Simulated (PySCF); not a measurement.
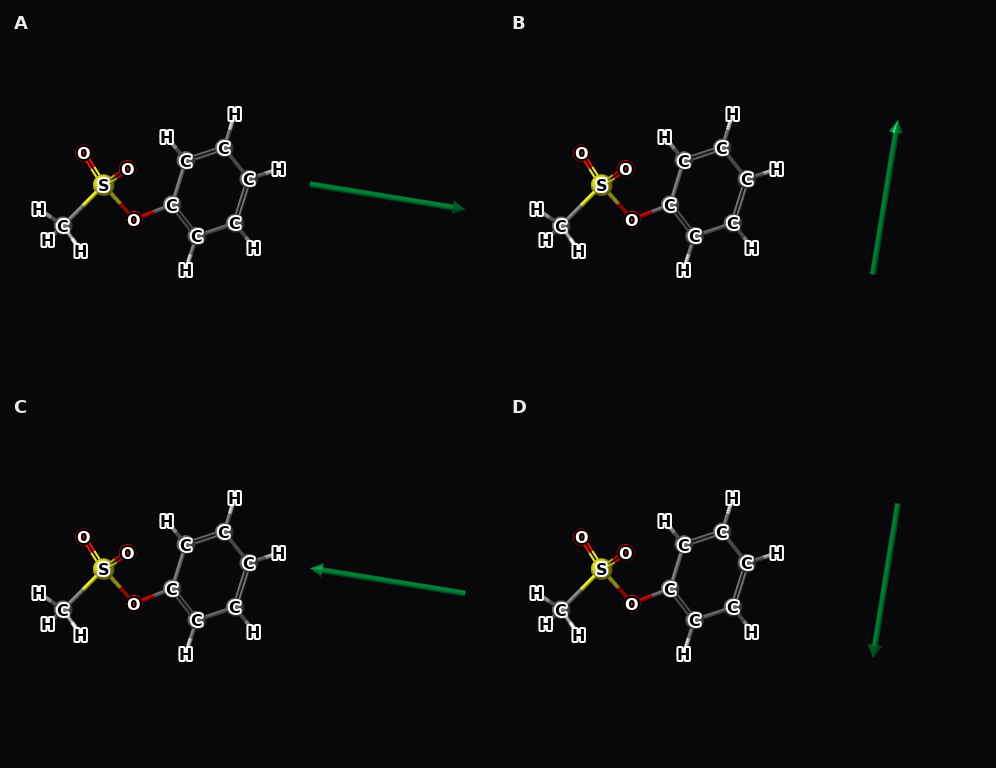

The same molecule four times, each with an arrow. The computed structure is the end point of a GFN2-xTB optimisation. No frequency run is at hand to confirm it as a minimum. Method: PBE0/pcSseg-1, gas phase (PySCF 2.14.0).

Question: Which arrow points along the dipole moment, from the negative to the positive end?

Answer: D. The dipole moment is 2.89 D.
